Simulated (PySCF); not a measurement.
Run report: Al₂ (charge −1), single-point calculation

The run: single-point calculation of Al₂, charge −1, multiplicity 2. Method and program: UHF/6-31g(3d), ccsd (PySCF 2.14.0).

Some settings of this run were made unusual or wrong on purpose.

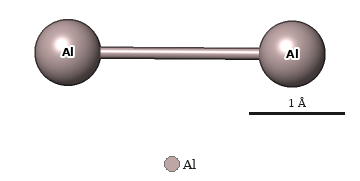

**Figure 1.** The input geometry (ball-and-stick view, seen on its broad side). Sticks mark near contacts. Bond lengths as drawn: Al–Al 2.37 Å.

**Input file**
```python
from pyscf import gto, scf, cc

mol = gto.M(
    atom='Al 0 0 0; Al 0 0 2.365',
    basis='6-31g(3d)',
    charge=-1,
    spin=1,
    verbose=4,
)
mf = scf.UHF(mol)
mf.kernel()
mycc = cc.CCSD(mf, frozen=10)
mycc.kernel()
mf.dip_moment()
print('orbital energies (hartree):', [e[max(0, n-3):n+3].round(4) for e, n in zip(mf.mo_energy, mol.nelec)])
```

Launched with:
```bash
OMP_NUM_THREADS=1 python input.py
```

**Log**
```
PySCF version 2.14.0

[INPUT] verbose = 4
[INPUT] num. atoms = 2
[INPUT] num. electrons = 27
[INPUT] charge = -1
[INPUT] spin (= nelec alpha-beta = 2S) = 1
[INPUT] symmetry False subgroup None
[INPUT] Mole.unit = angstrom
[INPUT] Symbol           X                Y                Z      unit          X                Y                Z       unit  Magmom
[INPUT]  1 Al     0.000000000000   0.000000000000   0.000000000000 AA    0.000000000000   0.000000000000   0.000000000000 Bohr   0.0
[INPUT]  2 Al     0.000000000000   0.000000000000   2.365000000000 AA    0.000000000000   0.000000000000   4.469202284596 Bohr   0.0

nuclear repulsion = 37.8143546069683
number of shells = 20
number of NR pGTOs = 122
number of NR cGTOs = 56
basis = 6-31g(3d)
ecp = {}

******** <class 'pyscf.scf.uhf.UHF'> ********
method = UHF
initial guess = minao
damping factor = 0
level_shift factor = 0
DIIS = <class 'pyscf.scf.diis.CDIIS'>
diis_start_cycle = 1
diis_space = 8
diis_damp = 0
SCF conv_tol = 1e-09
SCF conv_tol_grad = None
SCF max_cycles = 50
direct_scf = True
direct_scf_tol = 1e-13
number electrons alpha = 14  beta = 13
Set gradient conv threshold to 3.16228e-05
init E= -483.758000902818
  alpha nocc = 14  HOMO = -0.0542619510953358  LUMO = -0.0261534083194563

WARN: beta  nocc = 13  HOMO -0.0542619510953386 >= LUMO -0.0542619510953358

WARN: HOMO -0.0542619510953358 >= LUMO -0.0542619510953358

cycle= 1 E= -483.705445587572  delta_E= 0.0526  |g|= 0.081  |ddm|= 0.891
  alpha nocc = 14  HOMO = -0.00390366168535117  LUMO = 0.204115617760622
  beta  nocc = 13  HOMO = 0.007249687675428  LUMO = 0.176645136276798
  HOMO = 0.00724968767543  LUMO = 0.176645136277  gap/eV = 4.60948
cycle= 2 E= -483.715353555311  delta_E= -0.00991  |g|= 0.0336  |ddm|= 0.562
  alpha nocc = 14  HOMO = -0.020171420371458  LUMO = 0.192422231682118
  beta  nocc = 13  HOMO = -0.00984599041327527  LUMO = 0.164054098413607
  HOMO = -0.00984599041328  LUMO = 0.164054098414  gap/eV = 4.73206
cycle= 3 E= -483.716671888747  delta_E= -0.00132  |g|= 0.0122  |ddm|= 0.176
  alpha nocc = 14  HOMO = -0.022341198966171  LUMO = 0.193258161799595
  beta  nocc = 13  HOMO = -0.0125638890051061  LUMO = 0.16150020760663
  HOMO = -0.0125638890051  LUMO = 0.161500207607  gap/eV = 4.73653
cycle= 4 E= -483.71716430133  delta_E= -0.000492  |g|= 0.00415  |ddm|= 0.157
  alpha nocc = 14  HOMO = -0.0217078527888965  LUMO = 0.194729562978731
  beta  nocc = 13  HOMO = -0.0115595176276462  LUMO = 0.161745075838909
  HOMO = -0.0115595176276  LUMO = 0.161745075839  gap/eV = 4.71586
cycle= 5 E= -483.717239568454  delta_E= -7.53e-05  |g|= 0.00215  |ddm|= 0.03
  alpha nocc = 14  HOMO = -0.02201933028722  LUMO = 0.194823754436588
  beta  nocc = 13  HOMO = -0.0111066155363169  LUMO = 0.161835767104745
  HOMO = -0.0111066155363  LUMO = 0.161835767105  gap/eV = 4.70600
cycle= 6 E= -483.717270935159  delta_E= -3.14e-05  |g|= 0.0012  |ddm|= 0.012
  alpha nocc = 14  HOMO = -0.0224863114439273  LUMO = 0.19476711979841
  beta  nocc = 13  HOMO = -0.0106262241719062  LUMO = 0.162080327206072
  HOMO = -0.0106262241719  LUMO = 0.162080327206  gap/eV = 4.69958
cycle= 7 E= -483.717284256805  delta_E= -1.33e-05  |g|= 0.000301  |ddm|= 0.0117
  alpha nocc = 14  HOMO = -0.0225740836511354  LUMO = 0.194788487460715
  beta  nocc = 13  HOMO = -0.0105247173476011  LUMO = 0.16221147114571
  HOMO = -0.0105247173476  LUMO = 0.162211471146  gap/eV = 4.70039
cycle= 8 E= -483.717284798452  delta_E= -5.42e-07  |g|= 6.49e-05  |ddm|= 0.00329
  alpha nocc = 14  HOMO = -0.0225957337341773  LUMO = 0.194777855061907
  beta  nocc = 13  HOMO = -0.0105327398740305  LUMO = 0.162221267306854
  HOMO = -0.010532739874  LUMO = 0.162221267307  gap/eV = 4.70088
cycle= 9 E= -483.717284815842  delta_E= -1.74e-08  |g|= 1.56e-05  |ddm|= 0.000918
  alpha nocc = 14  HOMO = -0.0225923909395442  LUMO = 0.194780620476246
  beta  nocc = 13  HOMO = -0.0105318603093716  LUMO = 0.162229002625596
  HOMO = -0.0105318603094  LUMO = 0.162229002626  gap/eV = 4.70106
cycle= 10 E= -483.717284816671  delta_E= -8.29e-10  |g|= 5.14e-06  |ddm|= 0.000178
  alpha nocc = 14  HOMO = -0.0225925375524203  LUMO = 0.194780123118551
  beta  nocc = 13  HOMO = -0.0105330054759269  LUMO = 0.162228813291904
  HOMO = -0.0105330054759  LUMO = 0.162228813292  gap/eV = 4.70109
Extra cycle  E= -483.717284816739  delta_E= -6.78e-11  |g|= 2.81e-06  |ddm|= 2.55e-05
converged SCF energy = -483.717284816739  <S^2> = 0.76918291  2S+1 = 2.0190918

******** <class 'pyscf.cc.uccsd.UCCSD'> ********
CC2 = 0
CCSD nocc = (np.int64(4), np.int64(3)), nmo = (46, 46)
frozen orbitals 10
max_cycle = 50
direct = 0
conv_tol = 1e-07
conv_tol_normt = 1e-06
diis_space = 6
diis_start_cycle = 0
diis_start_energy_diff = 1e+09
Init t2, MP2 energy = -0.127815942637088
Init E_corr(UCCSD) = -0.127815942651688
cycle = 1  E_corr(UCCSD) = -0.140662436839602  dE = -0.0128464942  norm(t1,t2) = 0.101699
cycle = 2  E_corr(UCCSD) = -0.147283868423846  dE = -0.00662143158  norm(t1,t2) = 0.0456458
cycle = 3  E_corr(UCCSD) = -0.150366442464824  dE = -0.00308257404  norm(t1,t2) = 0.0275094
cycle = 4  E_corr(UCCSD) = -0.151971021506861  dE = -0.00160457904  norm(t1,t2) = 0.0132459
cycle = 5  E_corr(UCCSD) = -0.151813048805696  dE = 0.000157972701  norm(t1,t2) = 0.00718064
cycle = 6  E_corr(UCCSD) = -0.151931129788766  dE = -0.000118080983  norm(t1,t2) = 0.00291457
cycle = 7  E_corr(UCCSD) = -0.151923736111687  dE = 7.39367708e-06  norm(t1,t2) = 0.00133812
cycle = 8  E_corr(UCCSD) = -0.151930160266065  dE = -6.42415438e-06  norm(t1,t2) = 0.000640439
cycle = 9  E_corr(UCCSD) = -0.151935410432601  dE = -5.25016654e-06  norm(t1,t2) = 0.00023954
cycle = 10  E_corr(UCCSD) = -0.151936290374248  dE = -8.79941647e-07  norm(t1,t2) = 7.78175e-05
cycle = 11  E_corr(UCCSD) = -0.151934921781028  dE = 1.36859322e-06  norm(t1,t2) = 3.37709e-05
cycle = 12  E_corr(UCCSD) = -0.151933968924613  dE = 9.52856415e-07  norm(t1,t2) = 9.56298e-06
cycle = 13  E_corr(UCCSD) = -0.151933883915528  dE = 8.50090846e-08  norm(t1,t2) = 4.22984e-06
cycle = 14  E_corr(UCCSD) = -0.151933941561186  dE = -5.76456581e-08  norm(t1,t2) = 2.21664e-06
cycle = 15  E_corr(UCCSD) = -0.151934009867683  dE = -6.83064964e-08  norm(t1,t2) = 8.56997e-07
```

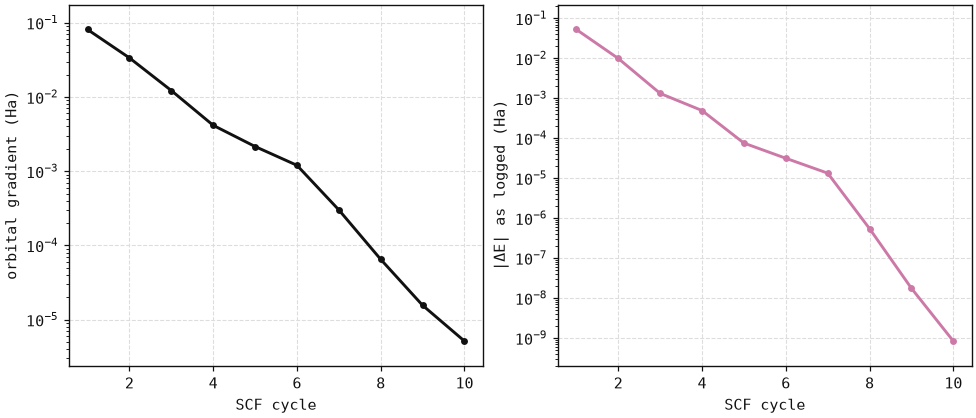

**Figure 2.** Convergence of the self-consistent field: orbital gradient and size of the energy change against the SCF cycle. The residual falls at every step.

```
UCCSD converged
E(UCCSD) = -483.8692188266068  E_corr = -0.1519340098676828

WARN: System has nonzero charge -1; the dipole moment is origin-dependent.
Location of origin: [0. 0. 0.]

Dipole moment(X, Y, Z, Debye): -0.00000,  0.00000, -5.67979
orbital energies (hartree): [array([-0.1339, -0.053 , -0.0226,  0.1587,  0.2111,  0.2297]), array([-0.2828, -0.123 , -0.0105,  0.1622,  0.1948,  0.2287])]
```

**What the run reported**

- outcome: converged
- SCF energy: −483.717285 hartree
- ⟨S²⟩: 0.769
- hardware: 1 CPU thread, shared host
- wall time: 1.7 s

Some settings of this run were drawn to be unusual or wrong. It converged; results that depend on the unusual settings are not reference values.
